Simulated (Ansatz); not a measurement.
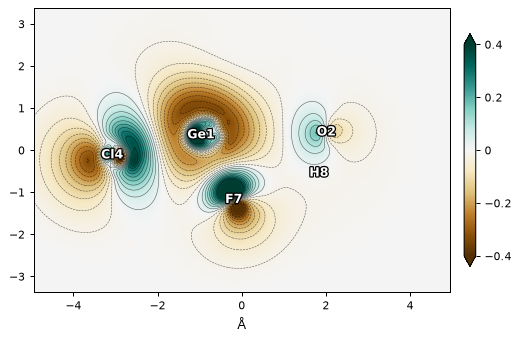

The picture shows: Cl3FGe···H2O. The LUMO on the plane of atoms Cl4, Ge1 and F7 (values in Å⁻³ᐟ²; the overall sign is arbitrary).

Not at a stationary point (largest force 1.2 eV/Å).

Computed with RKS BLYP-D4/def2-SVP in Ansatz.

Input

```
crystal:
  periodic: [false, false, false]
  atoms:
    - { symbol: Ge, position_ang: [0.0, 0.0, 0.0] }
    - { symbol: O, position_ang: [0.0, 0.0, 2.12] }
    - { symbol: H, position_ang: [-0.9095, -0.2814, 2.4571] }
    - { symbol: Cl, position_ang: [2.0935, 0.0, -0.7393] }
    - { symbol: Cl, position_ang: [-1.0456, 1.8115, -0.7393] }
    - { symbol: Cl, position_ang: [-1.0456, -1.8115, -0.7393] }
    - { symbol: F, position_ang: [1.0334, -1.5693, 0.6243] }
    - { symbol: H, position_ang: [0.6874, -1.0439, 1.6998] }
basis:
  gaussian: { orbitals: def2-SVP }
hamiltonian:
  xc: blyp
  dispersion: d4
relax:
  f_tol: 0.15
  max_steps: 25
  restrain:
    - { distance: [0, 6], at: 1.68, k: 30.0 }
    - { distance: [7, 1], at: 1.01, k: 30.0 }
    - { distance: [0, 1], at: 2.97, k: 30.0 }
    - { distance: [7, 6], at: 2.12, k: 30.0 }
output:
  orbitals: {}
```

Run with:

```sh
ansatz run input.yaml --threads 4 --pin off --max-ram 5120MiB --backend cpu --events-out ev --progress --plain --runs-dir out
```

The fields are those of the run's last geometry, not of the input's.

### What is the character of this orbital?

By Hirshfeld shares it lies mainly on Ge1 (about 30 %), Cl6 (about 20 %), Cl5 (about 20 %), Cl4 (about 15 %) and F7 (about 10 %). Its energy is −3.13 eV.
